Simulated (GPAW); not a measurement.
# Si/W(110) in an electric field

How does Si/W(110) screen a perpendicular field?

Program: GPAW 26.7.0. Level of theory: GPAW, PAW setups; slab in vacuum, relaxation, in the first sound run; inputs show where later runs differ. Results are calculated unless marked as measured.

## 1. Set-up

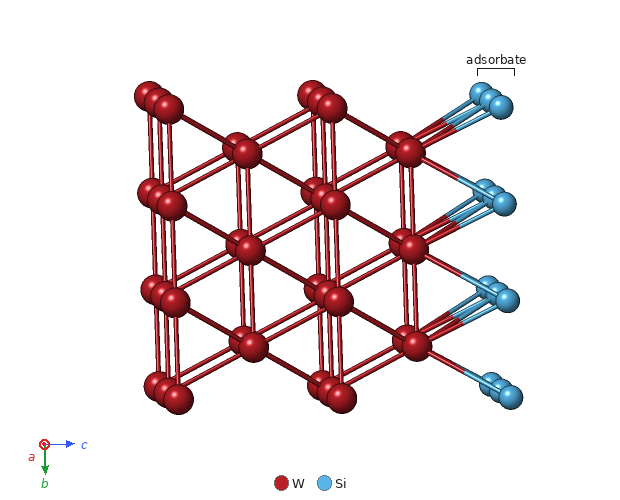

Start, viewed from the side, with the c axis across the page; tungsten red, silicon blue. 2×3×1 cells are drawn. Some periodic images of atoms are drawn too.

The cell holds 5 atoms: 4 W and 1 Si. Cell: a = 2.737 Å, b = 2.737 Å, c = 27.095 Å, α = 90.0°, β = 90.0°, γ = 70.5°. Vacuum lies along c.

## 2. Relaxing the atoms

The atoms are relaxed first, since the surface dipole, and with it the work function, follows the positions of the outer layers. The lowest 2 atoms are held at bulk positions and keep their forces.

Contents of run.py:

```python
import json
import numpy as np
from ase import Atoms
from ase.constraints import FixAtoms
from ase.optimize import BFGS
from gpaw import GPAW, PW

slab = Atoms(
    ['W', 'W', 'W', 'W', 'Si'],
    positions=[
        [0.00000, 0.00000, 9.00000],
        [2.23446, -0.00000, 11.23446],
        [0.00000, 0.00000, 13.46891],
        [2.23446, -0.00000, 15.70337],
        [0.00000, 0.00000, 18.09511]],
    cell=[[2.23446, -1.58, 0.0], [2.23446, 1.58, 0.0], [0.0, 0.0, 27.09511]],
    pbc=[True, True, False])

slab.calc = GPAW(mode=PW(400), xc='PBE', kpts={'size': (12, 12, 1), 'gamma': True},
                 occupations={'name': 'fermi-dirac', 'width': 0.1}, nbands='200%',
                 convergence={'density': 1e-05}, maxiter=200,
                 poissonsolver={'dipolelayer': 'xy'},
                 symmetry={'tolerance': 1e-3, 'extra_ids': [1, 1, 0, 0, 0]}, txt='slab.txt')
result = {}
slab.set_constraint(FixAtoms([0, 1]))
path = []
opt = BFGS(slab, maxstep=0.2)
opt.attach(lambda: path.append((slab.get_potential_energy(), slab.positions.tolist(), slab.get_forces().tolist())))
result['relaxed'] = bool(opt.run(fmax=0.03, steps=40))
result['path'] = path
energy = slab.get_potential_energy()
fermi = slab.calc.get_fermi_level()
v = slab.calc.get_electrostatic_potential().mean((0, 1)) - fermi
n = slab.calc.get_pseudo_density().mean((0, 1))
L = slab.cell[2, 2]
z = np.arange(len(v)) * L / len(v)
low, high = slab.positions[:, 2].min(), slab.positions[:, 2].max()
below, above = np.interp([low - 6.8, high + 6.8], z, v)
slopes = [np.interp(x, z, np.gradient(v, z)) for x in (low - 6.8, high + 6.8)]
eps = np.array([[slab.calc.get_eigenvalues(k, s) for k in range(len(slab.calc.get_ibz_k_points()))]
                for s in range(slab.calc.get_number_of_spins())]) - fermi
top, bottom = eps[eps < 0].max(), eps[eps > 0].min()
dipole = slab.get_dipole_moment()[2]
print(f'energy {energy:.4f} eV, Fermi level {fermi:.4f} eV, dipole {dipole:.5f} e A')
print(f'potential 6.8 A off the faces, from the Fermi level: lower {below:.4f} eV, upper {above:.4f} eV')
print(f'slope of the potential there: lower {slopes[0]:.5f}, upper {slopes[1]:.5f} eV/A')
print(f'nearest levels on the mesh: {top:.4f} and {bottom:.4f} eV')
print('magnetic moment', round(slab.get_magnetic_moment(), 3))
result.update(energy=energy, fermi=fermi, dipole=dipole, below=below, above=above, slopes=slopes, edges=[top, bottom],
              z=z.tolist(), v=v.tolist(), n=n.tolist(), positions=slab.positions.tolist(),
              forces=slab.get_forces(apply_constraint=False).tolist(), moments=slab.get_magnetic_moments().tolist())
json.dump(result, open('result.json', 'w'))
```

Launch:

```sh
$ OMP_NUM_THREADS=1 OPENBLAS_NUM_THREADS=1 python run.py
```

What it wrote:

```text
Step          Energy          fmax
BFGS:    0      -49.396497        1.341072
BFGS:    1      -49.441915        1.159833
BFGS:    2      -49.551897        1.052228
BFGS:    3      -49.575751        0.440752
BFGS:    4      -49.581637        0.327958
BFGS:    5      -49.590795        0.150355
BFGS:    6      -49.591532        0.146027
BFGS:    7      -49.595519        0.266377
BFGS:    8      -49.598888        0.254199
BFGS:    9      -49.602010        0.107354
BFGS:   10      -49.602431        0.027364
energy -49.5596 eV, Fermi level 2.5816 eV, dipole -0.01211 e A
potential 6.8 A off the faces, from the Fermi level: lower 4.9097 eV, upper 5.2172 eV
slope of the potential there: lower -0.00006, upper -0.00005 eV/A
nearest levels on the mesh: -0.0054 and 0.0020 eV
magnetic moment 0.0
```

Elapsed: 51 min, on 1 thread of Arm Neoverse V1, shared host; peak memory 0.35 GiB.

Step by step:

```
step  energy less that of the first step (eV)  largest force (eV/Å)
   1                                   0.0000                1.3411
   2                                  -0.0458                1.1598
   3                                  -0.1546                1.0522
   4                                  -0.1793                0.4408
   5                                  -0.1852                0.3280
   6                                  -0.1942                0.1504
   7                                  -0.1950                0.1460
   8                                  -0.1991                0.2664
   9                                  -0.2025                0.2542
  10                                  -0.2057                0.1074
  11                                  -0.2062                0.0274
```

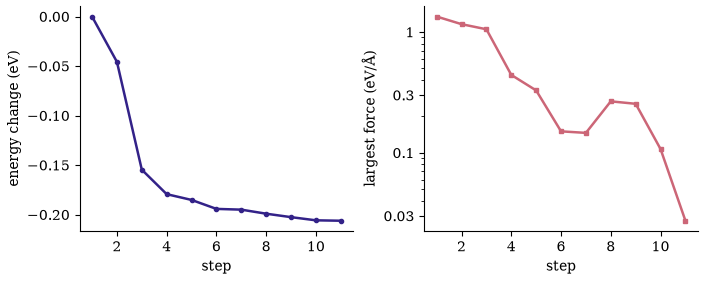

Energy and largest force along the relaxation.

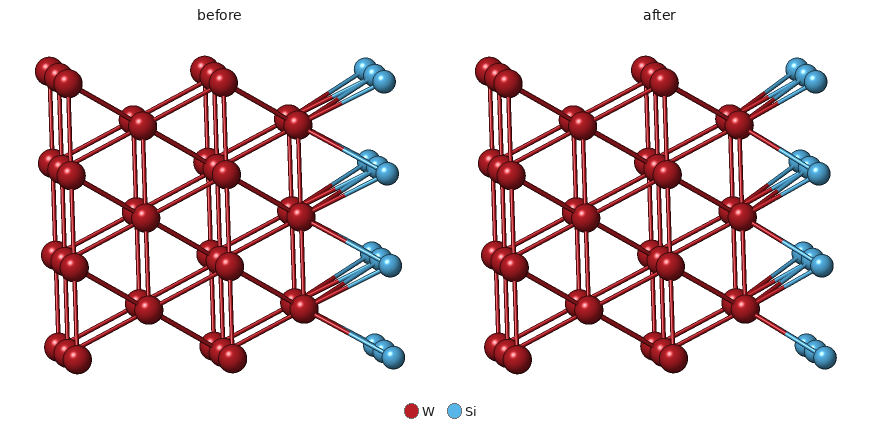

Before and after, at one scale.

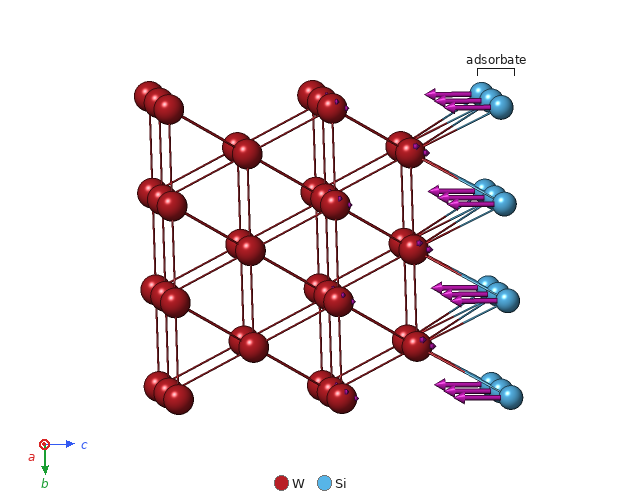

Displacements in the relaxation, exaggerated; the longest in the cell stands for 0.24 Å. 2×3×1 cells are drawn. Some periodic images of atoms are drawn too.

The atoms that moved most (Å):

```
atom     dx     dy      dz  length
 Si5  0.000  0.000  -0.241   0.241
  W4  0.000  0.000   0.036   0.036
  W3  0.000  0.000   0.024   0.024
```

Final coordinates:

```xyz
5
Lattice="2.2345 -1.5800 0.0000 2.2345 1.5800 0.0000 0.0000 0.0000 27.0951" Properties=species:S:1:pos:R:3
W     0.0000    0.0000    9.0000
W     2.2345    0.0000   11.2345
W     0.0000    0.0000   13.4925
W     2.2345    0.0000   15.7392
Si    0.0000    0.0000   17.8538
```

Numbers from this step:

- dipole along the normal: -0.01211 e·Å
- levels nearest the Fermi level on the mesh: -0.005374, 0.001967 eV from the Fermi level
- upper work function: 5.217 eV
- lower work function: 4.910 eV

The electrostatic potential energy of an electron (without an applied field's), less the Fermi level, planar mean oscillates, so the rows of the table below give means over windows of 2.28 Å about each position, cut where the curve ends. Its maxima inside the range that stand out by 2 % of the span (Å: eV): 10.1: -2.78, 12.4: -2.64, 14.6: -2.66, 16.9: -2.61. Its minima: 9.0: -29.3, 11.3: -29.7, 13.4: -29.5, 15.7: -29.7, 17.9: -18.4.

Table of electrostatic potential energy of an electron (without an applied field's), less the Fermi level, planar mean by z; means over each step:

```
z (Å)  electrostatic potential energy of an electron (without an applied field's), less the Fermi level, planar mean (eV)
 1.14                                                                                                                4.92
 3.42                                                                                                                4.91
 5.70                                                                                                                4.84
 7.98                                                                                                               -6.92
10.26                                                                                                               -14.9
12.54                                                                                                               -14.7
14.82                                                                                                               -14.7
17.10                                                                                                               -11.3
19.38                                                                                                                2.14
21.66                                                                                                                5.21
23.94                                                                                                                5.22
26.22                                                                                                                5.21
```

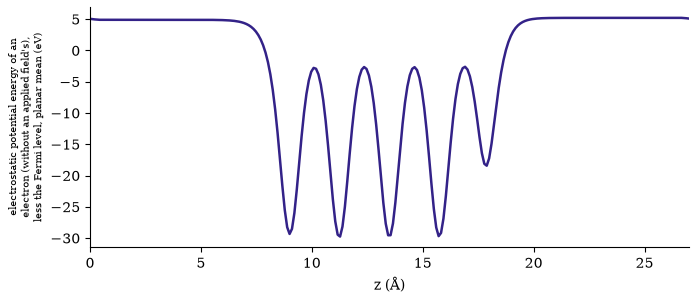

Electrostatic potential energy of an electron (without an applied field's), less the Fermi level, planar mean, plotted against z.

The pseudo valence density, planar mean oscillates, so the rows of the table below give means over windows of 2.17 Å about each position, cut where the curve ends. Its maxima inside the range that stand out by 2 % of the span (Å: e/Å³): 9.1: 1.77, 11.3: 1.84, 13.4: 1.83, 15.8: 1.80. Its minima: 10.2: 0.358, 12.4: 0.342, 14.5: 0.355.

Pseudo valence density, planar mean against z; means over each step:

```
z (Å)  pseudo valence density, planar mean (e/Å³)
 3.25                                      5.5e-6
 5.42                                     0.00115
 7.59                                       0.222
 9.77                                       0.881
11.93                                       0.874
14.11                                       0.886
16.27                                       0.857
18.45                                       0.190
20.62                                     0.00460
22.79                                      9.9e-6
```

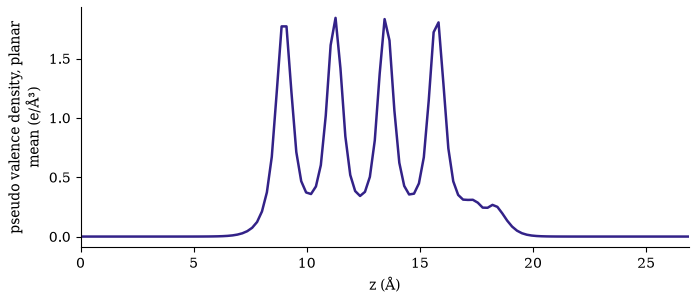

Pseudo valence density, planar mean against z.

The relaxation lowered the energy of the cell by 0.206 eV (energies extrapolated to zero smearing; the optimiser's log prints free energies). The largest force left on a free atom is 0.027 eV/Å.

## 3. Plane waves, PBE

The work function is the vacuum plateau of the electrostatic potential less the Fermi level; a dipole layer lets the two faces have plateaus of their own.

This step: GPAW, PAW setups; slab in vacuum (GPAW 26.7.0).

Changes to run.py since step 2:

```diff
@@ -3,4 +3,2 @@
 from ase import Atoms
-from ase.constraints import FixAtoms
-from ase.optimize import BFGS
 from gpaw import GPAW, PW
@@ -12,5 +10,5 @@
         [2.23446, -0.00000, 11.23446],
-        [0.00000, 0.00000, 13.46891],
-        [2.23446, -0.00000, 15.70337],
-        [0.00000, 0.00000, 18.09511]],
+        [0.00000, 0.00000, 13.49245],
+        [2.23446, -0.00000, 15.73923],
+        [0.00000, -0.00000, 17.85381]],
     cell=[[2.23446, -1.58, 0.0], [2.23446, 1.58, 0.0], [0.0, 0.0, 27.09511]],
@@ -22,10 +20,4 @@
                  poissonsolver={'dipolelayer': 'xy'},
-                 symmetry={'tolerance': 1e-3, 'extra_ids': [1, 1, 0, 0, 0]}, txt='slab.txt')
+                 symmetry={'tolerance': 1e-3}, txt='slab.txt')
 result = {}
-slab.set_constraint(FixAtoms([0, 1]))
-path = []
-opt = BFGS(slab, maxstep=0.2)
-opt.attach(lambda: path.append((slab.get_potential_energy(), slab.positions.tolist(), slab.get_forces().tolist())))
-result['relaxed'] = bool(opt.run(fmax=0.03, steps=40))
-result['path'] = path
 energy = slab.get_potential_energy()
```

What it wrote:

```text
energy -49.5596 eV, Fermi level 2.5816 eV, dipole -0.01198 e A
potential 6.8 A off the faces, from the Fermi level: lower 4.9095 eV, upper 5.2173 eV
slope of the potential there: lower -0.00008, upper -0.00003 eV/A
nearest levels on the mesh: -0.0053 and 0.0020 eV
magnetic moment 0.0
```

Run time: 5.1 min. Hardware: 1 thread; peak memory 0.34 GiB.

This step gave:

```
dipole along the normal                    : -0.01198 e·Å
levels nearest the Fermi level on the mesh : -0.005342, 0.001971 eV from the Fermi level
```

The electrostatic potential energy of an electron (without an applied field's), less the Fermi level, planar mean oscillates, so the rows of the table below give means over windows of 2.28 Å about each position, cut where the curve ends. Its maxima inside the range that stand out by 2 % of the span (Å: eV): 10.1: -2.78, 12.4: -2.64, 14.6: -2.66, 16.9: -2.61. Its minima: 9.0: -29.3, 11.3: -29.7, 13.4: -29.5, 15.7: -29.7, 17.9: -18.4.

Electrostatic potential energy of an electron (without an applied field's), less the Fermi level, planar mean against z; means over each step:

(Unchanged from step 2.)

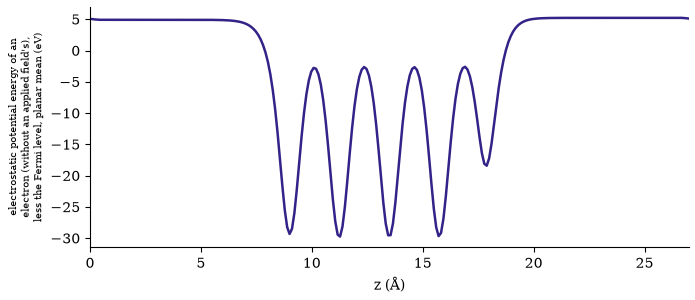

Electrostatic potential energy of an electron (without an applied field's), less the Fermi level, planar mean, plotted against z.

The pseudo valence density, planar mean oscillates, so the rows of the table below give means over windows of 2.17 Å about each position, cut where the curve ends. Its maxima inside the range that stand out by 2 % of the span (Å: e/Å³): 9.1: 1.77, 11.3: 1.84, 13.4: 1.83, 15.8: 1.80. Its minima: 10.2: 0.358, 12.4: 0.342, 14.5: 0.355.

The pseudo valence density, planar mean by z; means over each step:

```
z (Å)  pseudo valence density, planar mean (e/Å³)
 3.25                                      5.4e-6
 5.42                                     0.00115
 7.59                                       0.222
 9.77                                       0.881
11.93                                       0.874
14.11                                       0.886
16.27                                       0.857
18.45                                       0.190
20.62                                     0.00460
22.79                                      9.9e-6
```

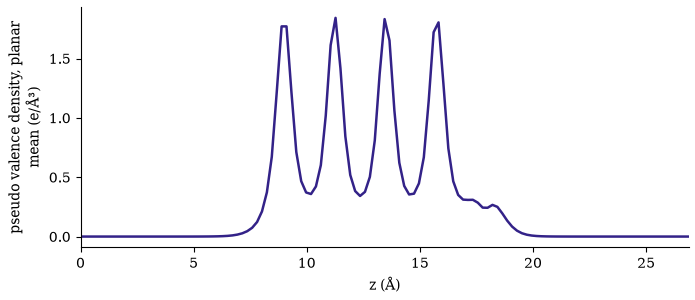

Pseudo valence density, planar mean, plotted against z.

Force by atom:

```
atom  x (eV/Å)  y (eV/Å)  z (eV/Å)   size
  W1     0.000     0.000     0.335  0.335
  W2     0.000     0.000    -0.337  0.337
  W3     0.000     0.000    -0.019  0.019
  W4     0.000     0.000     0.028  0.028
 Si5     0.000     0.000    -0.006  0.006
```

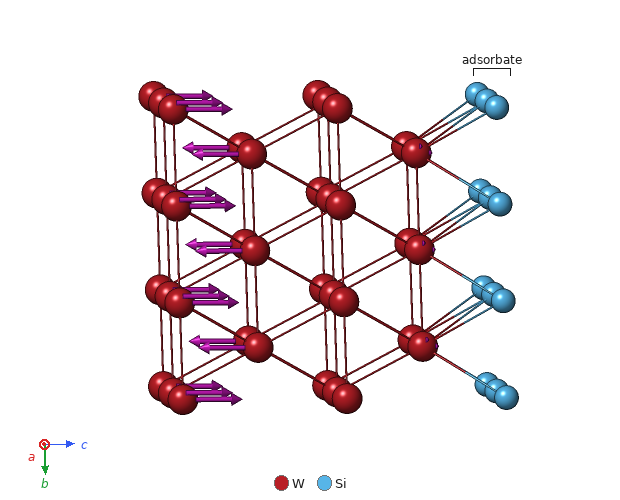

Force as arrows, the longest 0.337 eV/Å. 2×3×1 cells are drawn. Some periodic images of atoms are drawn too.

The potential is flat to 7.7e-5 eV/Å where it is read, so the vacuum is wide enough.

## 4. Field on

A uniform field along the normal polarises the slab; the atoms stay fixed, so this is the electronic response alone.

Changes to run.py since step 3:

```diff
@@ -4,2 +4,3 @@
 from gpaw import GPAW, PW
+from gpaw.external import ConstantElectricField
 
@@ -20,2 +21,3 @@
                  poissonsolver={'dipolelayer': 'xy'},
+                 external=ConstantElectricField(-0.2, [0, 0, 1]),
                  symmetry={'tolerance': 1e-3}, txt='slab.txt')
```

What it wrote:

```text
energy -49.5714 eV, Fermi level 2.6251 eV, dipole -0.10769 e A
potential 6.8 A off the faces, from the Fermi level: lower 3.6071 eV, upper 6.3671 eV
slope of the potential there: lower -0.00007, upper -0.00003 eV/A
nearest levels on the mesh: -0.0025 and 0.0272 eV
magnetic moment 0.0
```

Wall time 8.6 min (1 thread); peak memory 0.52 GiB.

This step gave:

```
dipole along the normal                                         : -0.1077 e·Å
levels nearest the Fermi level on the mesh                      : -0.002533, 0.02723 eV from the Fermi level
potential below the slab, the applied field's own ramp left out : 3.607 eV from the Fermi level
potential above the slab, the applied field's own ramp left out : 6.367 eV from the Fermi level
```

The electrostatic potential energy of an electron (without an applied field's), less the Fermi level, planar mean oscillates, so the rows of the table below give means over windows of 2.28 Å about each position, cut where the curve ends. Its maxima inside the range that stand out by 2 % of the span (Å: eV): 10.1: -3.48, 12.4: -2.88, 14.6: -2.45, 16.9: -1.94, 24.6: 6.37. Its minima: 9.0: -30.2, 11.3: -30.2, 13.4: -29.6, 15.7: -29.3, 17.9: -17.6.

Table of electrostatic potential energy of an electron (without an applied field's), less the Fermi level, planar mean by z; means over each step:

```
z (Å)  electrostatic potential energy of an electron (without an applied field's), less the Fermi level, planar mean (eV)
 1.14                                                                                                                3.72
 3.42                                                                                                                3.61
 5.70                                                                                                                3.54
 7.98                                                                                                               -8.02
10.26                                                                                                               -15.6
12.54                                                                                                               -14.9
14.82                                                                                                               -14.5
17.10                                                                                                               -10.6
19.38                                                                                                                3.22
21.66                                                                                                                6.36
23.94                                                                                                                6.37
26.22                                                                                                                6.30
```

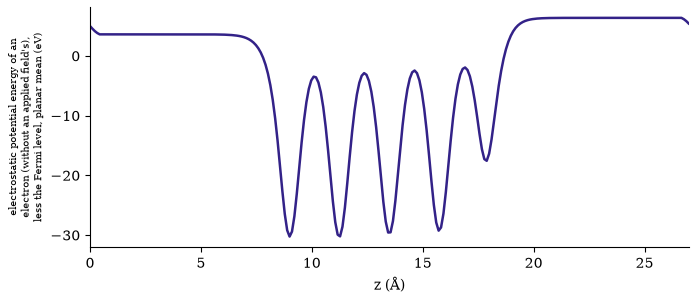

Electrostatic potential energy of an electron (without an applied field's), less the Fermi level, planar mean against z.

Force by atom:

```
atom  x (eV/Å)  y (eV/Å)  z (eV/Å)   size
  W1     0.000     0.000     0.343  0.343
  W2     0.000     0.000    -0.346  0.346
  W3     0.000     0.000    -0.022  0.022
  W4     0.000     0.000     0.042  0.042
 Si5     0.000     0.000    -0.017  0.017
```

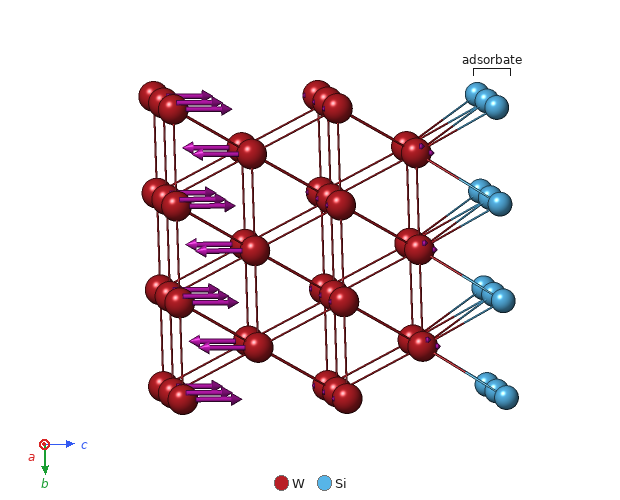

Force as arrows, the longest 0.346 eV/Å. 2×3×1 cells are drawn. Some periodic images of atoms are drawn too.

The dipole is now -0.108 e Å, against -0.012 in the run without a field.

(Continued in part 2 of 2.)

[Logs are printed without paths, hosts, clocks, repeated set-up lines and the standing remarks that a program may print on its own settings, such as how far it seeks lower states.]

[Hosts, paths, dates, database ids (printed as entryN), source tags and the programs' standing remarks are cut or masked in the printed files.]
